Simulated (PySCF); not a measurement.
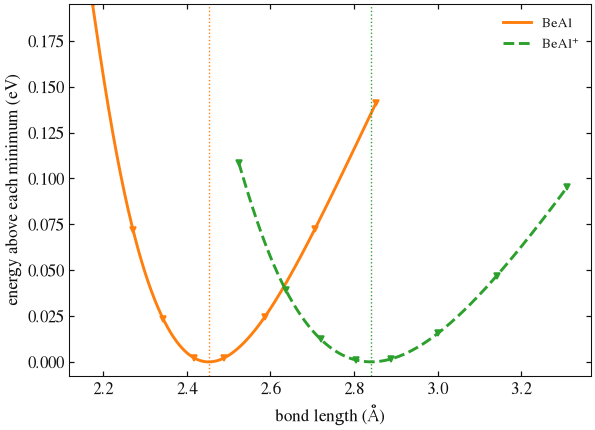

Bond curves of BeAl, doublet (excess alpha electrons: πy +1) and BeAl⁺, singlet, each counted from its own minimum; dotted lines mark the fitted bond lengths. CCSD(T)/def2-TZVP, PySCF 2.14.0, on the lowest solution that a PBE0 search found for each, one reference determinant (UHF and RHF) with the occupation held, inner shells frozen, no spin-orbit coupling.

### What does removing an electron do to the bond?

re goes from 2.453 to 2.841 Å (+0.388 Å) and ωe from 367 to 243 cm⁻¹ (−34 %). The electron leaves a π orbital; length, stiffness and well depth don't all move in step, so no simple label fits.

### And the dissociation energies?

De is 0.45 eV for BeAl and 0.53 eV for BeAl⁺, each to its own lowest fragments (Be + Al; Be + Al⁺) in their ground configurations, without counterpoise. The difference is within the error of method and basis.

Limits of at least one run: lowest determinant of a PBE0 search, another state may lie lower.
